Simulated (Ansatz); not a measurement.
The parent structure is PbSe in the rock salt structure (space group Fm-3m, No. 225; a = 6.178 Å).

One thing is altered: every lattice vector is stretched by 0.29 %; the atoms relax in the strained cell.

Computed with plane-wave PAW DFT at the r2SCAN level (Ansatz, a quantum-chemistry and plane-wave program, 500 eV), without spin-orbit coupling.

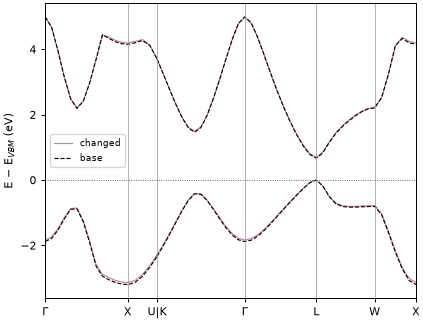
Figure. Highest valence and lowest conduction band along the path, each from its own valence-band maximum

The gap is 0.69 eV, direct at L; the base has 0.66 eV.

With Pb present, leaving out spin-orbit coupling can change the band edges. No phonon test of stability was made.
